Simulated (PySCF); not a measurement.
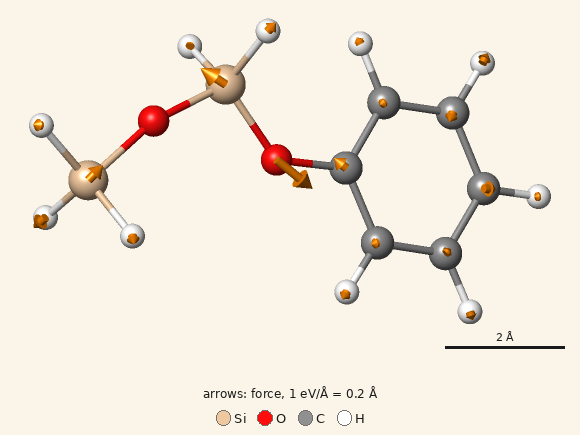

Starting geometry of C6H10O2Si2 with the computed forces as orange arrows. The picture is a ball-and-stick view, seen at a tilt.

The start comes from GFN2-xTB. Its atoms were then displaced at random by about 0.01 Å.

Method: PySCF, PBE0-D3(BJ)/def2-SVP geometry optimisation, gas phase. 

Question: Is this structure relaxed? If not, where do the atoms go?

Answer: It isn't relaxed: the largest force vector, on an O atom, is 4.21 eV/Å. The final displacements have little in common with the starting forces (cosine between the two patterns 0.09). After 15 geometry steps the energy has fallen by 45.1 kJ/mol. An H atom moves most after the best rigid fit: 0.60 Å. Largest moves by element: H 0.60 Å, O 0.36 Å, Si 0.30 Å, C 0.17 Å. Near-neighbour distances that change, for instance: O–Si 1.586 → 1.674 Å, H–Si 1.419 → 1.493 Å, H–Si 1.444 → 1.487 Å, C–O 1.384 → 1.352 Å. Among the angles between lasting bonds that change: Si–O–Si 164.8° → 140.4°, O–Si–H 102.4° → 107.4°, H–Si–H 114.3° → 109.6°. The run took 6.1 min on 1 thread of Arm Neoverse V2 (shared host).
